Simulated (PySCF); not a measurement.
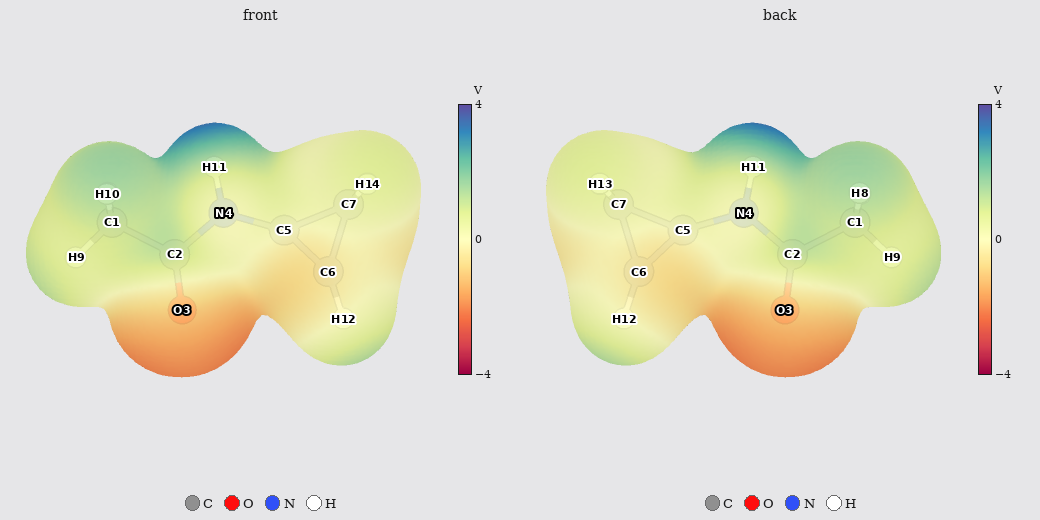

C5H7NO. The electrostatic potential painted on the density surface at 0.004 e/bohr³, seen from the front and from behind; the colour scale runs from red (negative) to blue (positive).

Geometry: GFN2-xTB.

All numbers below come from PBE0/def2-SVPD, SCF density, gas phase in PySCF.

```xyz
14

C     2.5453   -0.1323    0.5862
C     1.2008    0.5524    0.4768
O     1.0306    1.7439    0.5295
N     0.1678   -0.3420    0.3077
C    -1.1350    0.0280    0.1790
C    -2.0842    0.9166    0.1225
C    -2.5054   -0.5271   -0.0172
H     2.7484   -0.7076   -0.3149
H     3.3186    0.6193    0.7117
H     2.5573   -0.8037    1.4428
H     0.3724   -1.3313    0.2718
H    -2.4131    1.9227    0.1449
H    -2.7958   -0.9142   -0.9899
H    -3.0083   -1.0252    0.8068
```

Describe the electrostatic potential map.

Answer. The most negative region (about −2.1 V) lies over O3, the most positive (about +3.3 V) over H11. O3 is the likeliest acceptor of a hydrogen bond.
